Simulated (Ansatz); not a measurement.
# SnF2 (singlet): one geometry, many settings at a displaced geometry (v1)

What do other methods and options give for SnF2 (singlet) at this geometry, and how long do they take?

Computed with Ansatz 0.2.0, Gaussian basis. Level: the settings change from run to run.

12 further runs of the same task are left out: 5 for a known fault of the program, 2 that didn't finish, 5 set aside as unsound or not needed.

## (1) The system

The geometry is a PBE0/def2-TZVP stationary point (not a proven minimum) with its atoms shifted at random (size 0.040 Å). No spin-orbit coupling is included. Elements past krypton take def2 core potentials.

3 atoms, charge 0, spin multiplicity 1.

Atoms are counted from 1 here; the program's logs count them from 0.

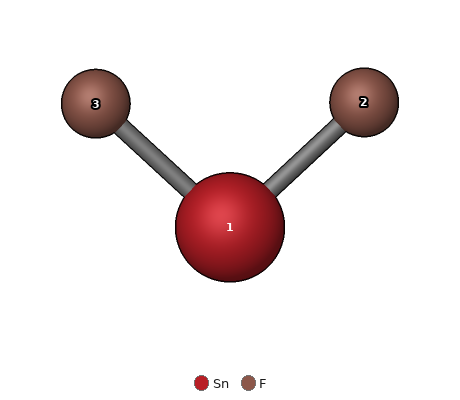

The geometry (tin red, fluorine brown); atoms are numbered from 1 in the order of the file.

## (2) HF/def2-SVP

File in.yaml:

```yaml
crystal:
  periodic: [false, false, false]
  atoms:
    - {symbol: Sn, position_ang: [-0.005613, -0.317270, 0.007871]}
    - {symbol: F, position_ang: [-0.006446, 0.961562, -1.437271]}
    - {symbol: F, position_ang: [0.041518, 1.020872, 1.388092]}
basis:
  gaussian: {orbitals: def2-SVP}
magnetization: {spin_polarized: false}
hamiltonian: {xc: hf}
output: {forces: true, orbitals: {seedname: orbitals}}
```

Run with:

```console
ansatz run in.yaml --threads 1 --pin off --events-out ev --progress --plain --max-ram 2393MiB
```

Log:

```text
Functional definition: HF
  name "HF"
  cite "Fock, Z. Phys. 61, 126 (1930) doi:10.1007/BF01340294"
  parent pbe
  exchange = exact_x
  correlation = 0
594 factors; integrals over basis functions are off by at most 1.9e-4 eV
mean field evaluation 1: about -11211.3258 eV, gradient 4.2e1 eV
mean field evaluation 2: about -11211.3993 eV, gradient 4.2e1 eV
mean field evaluation 4: about -11214.6712 eV, gradient 1.6e0 eV
mean field evaluation 8: about -11214.7040 eV, gradient 1.2e-1 eV
mean field -11214.70406798 eV, -412.1327728987 hartree, gradient 4.9e-5 eV, S^2 0.000000; 0 other end points of the search recorded, 0 dependent functions left out
the calculation of the forces begins
reference -11214.70406798 eV, -412.1327728987 hartree; 20, 20 occupied and 34, 34 virtual orbitals, 594 factors
Total energy: -11214.70406798 eV, -412.1327728987 hartree
Atom 0 at    -0.005613    -0.317270     0.007871 Å, force    -0.005352    -0.185713    -0.119928 eV/Å
Atom 1 at    -0.006446     0.961562    -1.437271 Å, force    -0.000151     0.032976    -0.045088 eV/Å
Atom 2 at     0.041518     1.020872     1.388092 Å, force     0.005504     0.152736     0.165015 eV/Å
Dipole moment:    -0.014893    -0.846355     0.025821 e Å
```

Run time: 2.9 s. Hardware: 1 thread of Intel Xeon at 2.50GHz, shared host.

## (3) CCSD on UHF/def2-SVP

Edit in.yaml of step 2 so:

```diff
@@ -8,4 +8,3 @@
   gaussian: {orbitals: def2-SVP}
-magnetization: {spin_polarized: false}
-hamiltonian: {xc: hf}
-output: {forces: true, orbitals: {seedname: orbitals}}
+magnetization: {spin_polarized: true, initial_magnetization: 0}
+correlation: {method: ccsd, electrons: valence, diis_vectors: 1}
```

Same command.

Log, cut to the lines that bear on the results:

```text
Functional definition: HF
  name "HF"
  cite "Fock, Z. Phys. 61, 126 (1930) doi:10.1007/BF01340294"
  parent pbe
[...]
594 factors; integrals over basis functions are off by at most 1.9e-4 eV
[...]
mean field -11214.70406798 eV, -412.1327728987 hartree, gradient 1.1e-6 eV, S^2 0.000000; 2 other end points of the search recorded, 0 dependent functions left out
6 core orbitals not correlated: weight in the atoms' cores, before any rotation towards them, 1.000 or more for the frozen orbitals, at most 0.000 for the correlated occupied ones
reference -11214.70406798 eV, -412.1327728987 hartree; 14, 14 occupied and 34, 34 virtual orbitals, 594 factors
second order -12.63283678 eV of doubles, -0.00000000 eV of singles
cycle   1  -12.45878208 eV  change    1.7e-1 eV  update   1.1e-1
[...]
cycle  13  -12.89104699 eV  change    1.8e-5 eV  update   8.6e-6
Total energy: -11227.59511497 eV, -412.6065101377 hartree
```

Wall time 10 s (1 thread of Intel Xeon at 2.50GHz, shared host).

From the report: ⟨S²⟩ of the determinant 0.000 (pure singlet: 0.00); correlation -12.8910 eV; T1 0.016; largest double amplitude 0.09.

## (4) CCSD(T)/def2-SVP

File in.yaml:

```yaml
crystal:
  periodic: [false, false, false]
  atoms:
    - {symbol: Sn, position_ang: [-0.005613, -0.317270, 0.007871]}
    - {symbol: F, position_ang: [-0.006446, 0.961562, -1.437271]}
    - {symbol: F, position_ang: [0.041518, 1.020872, 1.388092]}
basis:
  gaussian: {orbitals: def2-SVP, point_charges: [{charge: -0.50, position_ang: [4.209, 0.539, 0.904]}]}
magnetization: {spin_polarized: false}
hamiltonian: {xc: {name: PBE}}
correlation: {method: ccsd_t, electrons: all}
scf: {omitted_lower_state_checks: [cluster_reference]}
output: {forces: true}
```

Launched as before.

Log, cut to the lines that bear on the results:

```text
Functional definition: PBE
  name "PBE"
  cite "Perdew, Burke & Ernzerhof, Phys. Rev. Lett. 77, 3865 (1996) doi:10.1103/PhysRevLett.77.3865"
  parent pbe
[...]
594 factors; integrals over basis functions are off by at most 1.8e-4 eV
[...]
mean field -11257.78253902 eV, -413.7158775100 hartree, gradient 1.0e-6 eV, S^2 0.000000; 0 other end points of the search recorded, 0 dependent functions left out
reference -11213.51100717 eV, -412.0889287229 hartree; 20, 20 occupied and 34, 34 virtual orbitals, 594 factors
second order -14.46342428 eV of doubles, -1.10125529 eV of singles
cycle   1  -13.78472476 eV  change     1.7e0 eV  update   1.9e-1
[...]
cycle  11  -14.67568197 eV  change    3.1e-5 eV  update   6.3e-6
perturbative correction -0.39351050 eV, -0.0144612442 hartree
[...]
Total energy: -11228.58019965 eV, -412.6427113320 hartree
Atom 0 at    -0.005613    -0.317270     0.007871 Å, force     0.258642    -0.742193     0.020257 eV/Å
Atom 1 at    -0.006446     0.961562    -1.437271 Å, force    -0.064440     0.367658    -0.530231 eV/Å
Atom 2 at     0.041518     1.020872     1.388092 Å, force    -0.114782     0.451644     0.548594 eV/Å
Dipole moment:     0.088744    -0.716070     0.046019 e Å
Checks for a lower state left out: cluster_reference
```

It took 52 s on 1 thread of Intel Xeon at 2.50GHz, shared host; peak memory 0.27 GiB.

From the report: correlation -15.0692 eV; T1 0.019; largest double amplitude 0.09. The orbitals are Kohn-Sham ones, so correlation energy and T1 don't compare with those on Hartree-Fock orbitals.

## (5) CCSD(T) on RHF/def2-SVP

Edit in.yaml of step 4 so:

```diff
@@ -7,6 +7,6 @@
 basis:
-  gaussian: {orbitals: def2-SVP, point_charges: [{charge: -0.50, position_ang: [4.209, 0.539, 0.904]}]}
+  gaussian: {orbitals: def2-SVP}
 magnetization: {spin_polarized: false}
-hamiltonian: {xc: {name: PBE}}
 correlation: {method: ccsd_t, electrons: all}
+accuracy: high
 scf: {omitted_lower_state_checks: [cluster_reference]}
```

The command is unchanged.

Log, cut to the lines that bear on the results:

```text
Functional definition: HF
  name "HF"
  cite "Fock, Z. Phys. 61, 126 (1930) doi:10.1007/BF01340294"
  parent pbe
[...]
1151 factors; integrals over basis functions are off by at most 3.5e-9 eV
[...]
mean field -11214.70449806 eV, -412.1327887042 hartree, gradient 2.9e-8 eV, S^2 0.000000; 0 other end points of the search recorded, 0 dependent functions left out
reference -11214.70449806 eV, -412.1327887042 hartree; 20, 20 occupied and 34, 34 virtual orbitals, 1151 factors
second order -13.22210147 eV of doubles, -0.00000000 eV of singles
cycle   1  -13.01232896 eV  change    2.1e-1 eV  update   1.1e-1
[...]
cycle  20  -13.45194351 eV  change    2.8e-9 eV  update   3.8e-9
perturbative correction -0.26192999 eV, -0.0096257497 hartree
[...]
Total energy: -11228.41837157 eV, -412.6367642598 hartree
Atom 0 at    -0.005613    -0.317270     0.007871 Å, force    -0.015794    -0.770530    -0.111199 eV/Å
Atom 1 at    -0.006446     0.961562    -1.437271 Å, force    -0.001412     0.314753    -0.428439 eV/Å
Atom 2 at     0.041518     1.020872     1.388092 Å, force     0.017207     0.455777     0.539638 eV/Å
Dipole moment:    -0.012941    -0.735329     0.022351 e Å
Checks for a lower state left out: cluster_reference
```

It took 82 s on 1 thread of Intel Xeon at 2.50GHz, shared host; peak memory 0.44 GiB.

From the report: correlation -13.7139 eV; T1 0.013; largest double amplitude 0.09.

## (6) All runs side by side

Where basis and cores are those of an earlier RCCSDT(Q)/def2-SVP run (-11227.2450 eV), and the state is the same kind, the miss against it is given.

| level | correlated | functions | energy (eV) | from RCCSDT(Q) (meV) | time |
| --- | --- | --- | --- | --- | --- |
| HF/def2-SVP |  | 54 | -11214.7041 | 12541.0 | 2.9 s |
| CCSD on UHF/def2-SVP | valence | 54 | -11227.5951 |  | 10 s |
| CCSD(T)/def2-SVP (beside a point charge, on PBE orbitals) | all | 54 | -11228.5802 |  | 52 s |
| CCSD(T) on RHF/def2-SVP | all | 54 | -11228.4184 |  | 82 s |

## (7) Outcome

| quantity | value |
| --- | --- |
| runs | 4 |
| quickest | HF/def2-SVP, 2.9 s |
| slowest | CCSD(T) on RHF/def2-SVP, 82 s |

**Reading.** Total energies in different bases, with other cores or another treatment of relativity can't be set against each other. CCSD(T) on RHF/def2-SVP took 28 times as long as HF/def2-SVP; the jobs differ in more than the method. Hartree-Fock, CASSCF and CASCI lack dynamic correlation by design.
